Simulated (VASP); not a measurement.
Band structure of BN (zinc blende). Method: revTPSS meta-GGA, VASP's PBE PAW potentials (set 64) (plane waves; VASP).

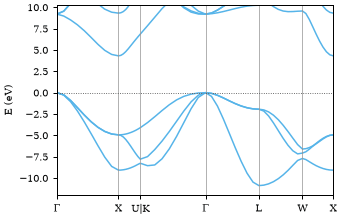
Fig. 1. Bands along high-symmetry lines, zero at the valence-band maximum or, without a gap, the Fermi level

### Question
Read the plot: is there a gap, and where are the band edges?

### Answer
The gap is indirect, 4.31 eV, from the valence maximum at Γ to the conduction minimum at X.

Measured: gap 6.20 eV at 300 K (computed value off by -1.89 eV), as given by arXiv:1206.3780.

The compound is BN in the zinc blende structure. It was relaxed first.
